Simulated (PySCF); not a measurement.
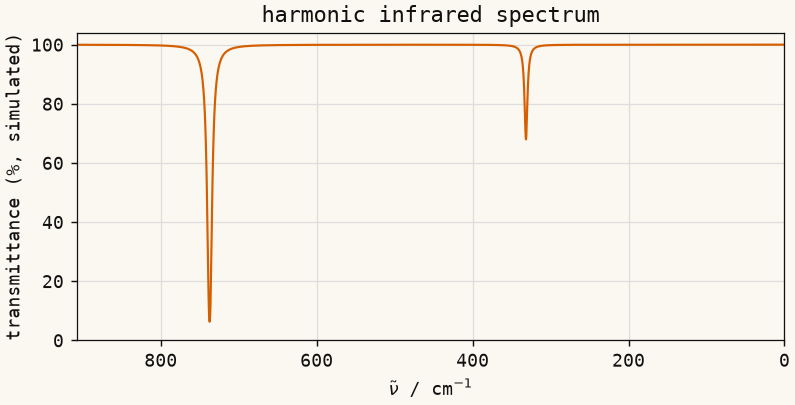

IR spectrum of CrF₆, singlet, at a minimum, with Cr as the central atom. Unscaled harmonic wavenumbers and double-harmonic intensities, PBE0/def2-SVP, PySCF, isolated molecule. Structures are the lowest points that the searches found. Degenerate modes count as one line, with their intensities summed. Lorentzian lines of 4 cm⁻¹ full width. Close modes add up in the curve.

**Which point group goes with this spectrum?**

The calculation gave Oh. Its 15 modes give 6 distinct wavenumbers, 2 with an intensity of 0.05 km/mol or more.
```csv
cm⁻¹,km/mol,symmetry
119.6,0.0,t2u (×3)
331.6,105.9,t1u (×3)
382.6,0.0,t2g (×3)
586.9,0.0,eg (×2)
730.4,0.0,a1g
737.4,758.5,t1u (×3)
```

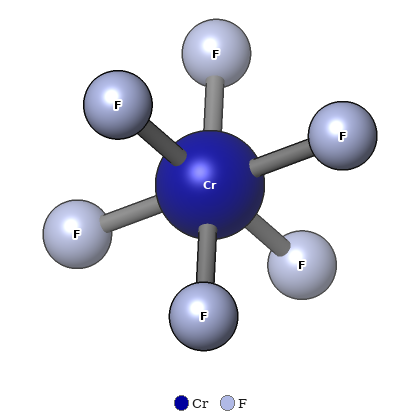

Caveats: closed-shell stability not tested; double-zeta basis on some or all atoms.
